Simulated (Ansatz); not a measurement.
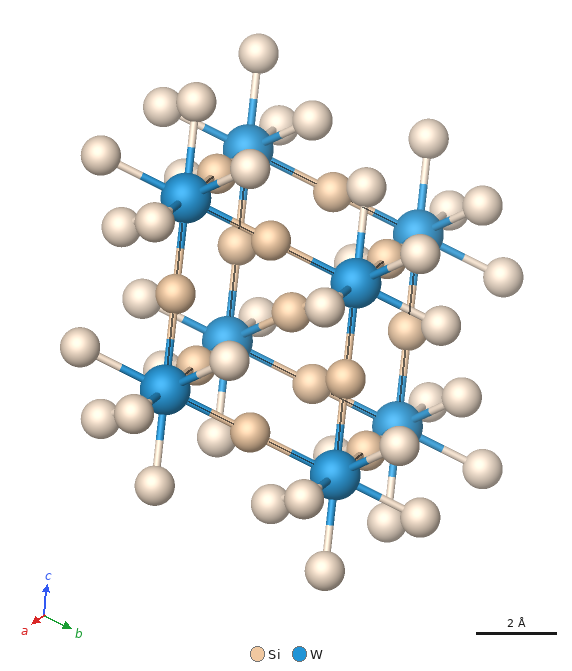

Crystal structure, ball-and-stick style, seen slightly off an axis. The box is the simulation cell; atoms on or close to its faces, edges and corners are drawn wherever they repeat. Every bond is drawn to its end, so some atoms lie outside the box, in fainter colours.

```
CELL_PARAMETERS angstrom
-2.81943 2.81943 2.81943
2.81943 -2.81943 2.81943
2.81943 2.81943 -2.81943
ATOMIC_POSITIONS crystal
Si 0.50000 0.50000 0.50000
Si 0.00000 0.00000 0.50000
Si 0.00000 0.50000 0.00000
Si 0.50000 0.00000 0.00000
W 0.00000 0.00000 0.00000
```

The calculation used DFT PBE, scalar-relativistic, plane waves, PAW in Ansatz, with a 420 eV plane-wave basis, a 10×10×10 k-point grid, Gaussian smearing of 0.1 eV, no spin polarisation.

### How are the electrons shared out in a Bader analysis?

Si -0.01 e; W +0.05 e. Little charge moves, as in a metallic or covalent solid.

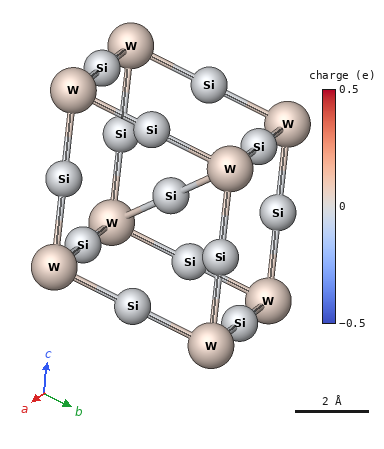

The atoms coloured by those charges.

Its origin is a random cell made by a generator, so it need not be a real form of the compound. Earlier steps of the study may have refined or changed the cell and positions. It went into a calculation with Ansatz.
